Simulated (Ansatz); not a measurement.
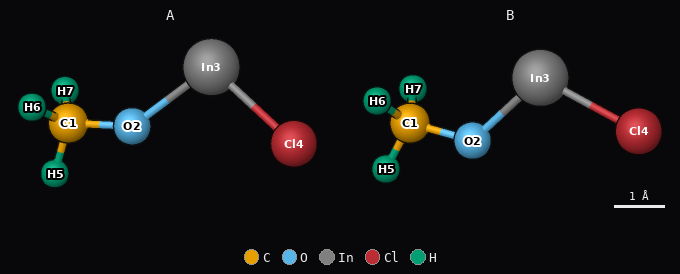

Two geometries of CH3ClInO (multiplicity 2), drawn at one scale. One is the start of a relaxation, the other its converged end. A ball-and-stick model, seen at a tilt.

The calculation used Ansatz 0.2.0, UKS PBE0-D4/def2-TZVP. (force threshold 0.005 eV/Å; at most 150 steps)

Which of the two is the end point?

Answer. Structure B is the relaxed one. The start comes from GFN2-xTB. In3 moves most after the best rigid fit: 0.32 Å. Largest moves by element: In 0.32 Å, O 0.29 Å, Cl 0.27 Å, H 0.20 Å, C 0.03 Å. Among the contacts that change: O2–In3 2.111 → 2.013 Å, In3–Cl4 2.413 → 2.359 Å, C1–O2 1.377 → 1.400 Å, C1–H5 1.101 → 1.096 Å. Bond angles that change, for instance: C1–O2–In3 143.0° → 126.3°, O2–In3–Cl4 106.2° → 113.7°. Over 7 geometry steps the energy falls by 0.167 eV. The largest force component goes from 1.3 to 0.0021 eV/Å.
